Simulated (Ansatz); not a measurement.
# H₇N₂Si (charge +1): what the fields show

Input

```
crystal:
  periodic: [false, false, false]
  atoms:
    - {symbol: N, position_ang: [-0.582663, -2.349440, -0.448988]}
    - {symbol: "N", position_ang: [-0.031208, 0.493801, -0.980488]}
    - {symbol: Si, position_ang: [0.741676, -0.910939, -0.465408]}
    - {symbol: H, position_ang: [-0.990498, -2.505949, -1.380940]}
    - {symbol: H, position_ang: [-1.369312, -2.139482, 0.180664]}
    - {symbol: H, position_ang: [-0.188062, -3.250147, -0.141888]}
    - {symbol: H, position_ang: [-0.016695, 0.819652, -1.943597]}
    - {symbol: H, position_ang: [-0.403306, 1.193614, -0.343494]}
    - {symbol: H, position_ang: [1.109605, -0.921837, 0.962039]}
    - {symbol: H, position_ang: [1.690049, -1.482811, -1.438373]}
basis:
  gaussian: {orbitals: def2-TZVPD}
hamiltonian: {xc: {name: PBE0}}
output: {forces: true, orbitals: {seedname: orbitals}}
total_charge: 1
```

Launched as:

```sh
ansatz run input.yaml --threads 1 --pin off --max-ram 2610MiB --events-out events.jsonl --progress --plain --runs-dir runs
```

Geometry: B3LYP-D3(BJ)/def2-SVP.

The calculation used isolated molecule in a Gaussian basis; Kohn-Sham density functional theory, functional PBE0 (Ansatz).

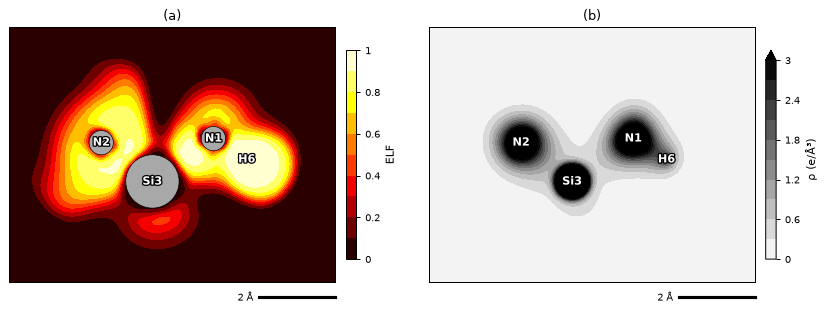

Figure 1. (a) ELF; (b) electron density on the plane of atoms N1, Si3 and N2. Grey discs cover the atomic cores in the ELF map.

What does the map show?

Answer.
- The section cuts through N, Si and H sites.
- Si–N (1.68 Å): ρ is about 1.2 e/Å³ halfway; the ELF peaks at about 0.90 between the atoms: a shared but strongly polarised pair.
- N–H (1.03 Å): ρ at the midpoint is about 2.9 e/Å³; the ELF climbs to about 1 towards the hydrogen, as it does in any bond to H (an ordinary covalent bond to hydrogen).

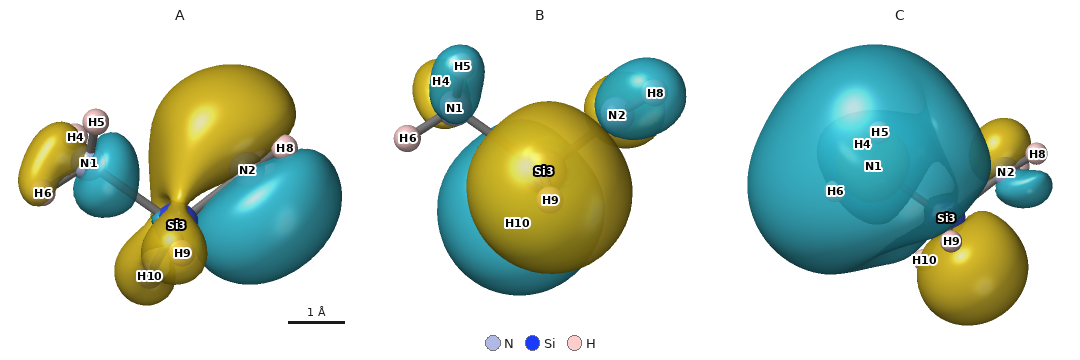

Figure 2. Three frontier orbitals at ±0.06 Å⁻³ᐟ² (yellow and cyan are the two phases), in no order.

Which picture is the HOMO−1, the HOMO and the LUMO?

Answer. B is the HOMO−1 (−15.04 eV). By Hirshfeld shares it lies mainly on Si3 (about 40 %), H9 (about 25 %) and H10 (about 25 %). A is the HOMO (−12.91 eV). By Hirshfeld shares it lies mainly on N2 (about 70 %); largely a lone pair of N2. C is the LUMO (−5.05 eV). Its weight (Hirshfeld) is mainly on Si3 (about 25 %), H4 (about 15 %), H5 (about 15 %), H6 (about 15 %) and N1 (about 15 %).

What is the HOMO–LUMO gap?

Answer. 7.86 eV between the orbital energies.
